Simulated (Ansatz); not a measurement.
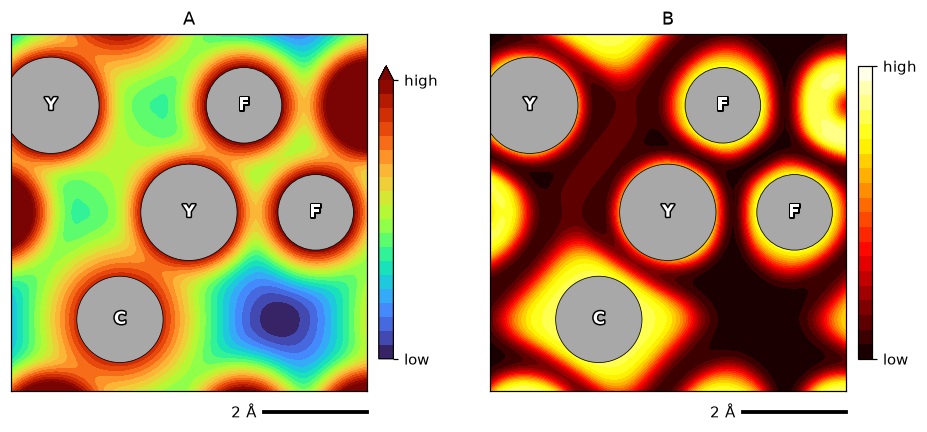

Y2CF2: 2 fields on the (110) plane of the conventional cell, with unlabelled colour scales. Grey discs cover the atomic cores.

Space group P-3m1; started from the database structure prototype, which need not be the ambient phase.

These are results of DFT, LDA, plane waves, PAW in Ansatz, not measurements.

The panels show electron localisation function and valence pseudo-density in some order. Assign them.

Answer. Panel A: valence pseudo-density. Panel B: electron localisation function. From the grid: Y–F (2.34 Å): ρ at the midpoint is about 0.34 e/Å³; the ELF is about 0.10 at the midpoint (a closed-shell, largely ionic contact). Y–C (2.47 Å): ρ is about 0.36 e/Å³ halfway; the ELF peaks at about 0.80 in the valence shell of C, 0.7 Å from its nucleus, and is about 0.20 at the midpoint (no shared electron pair shows on this line).
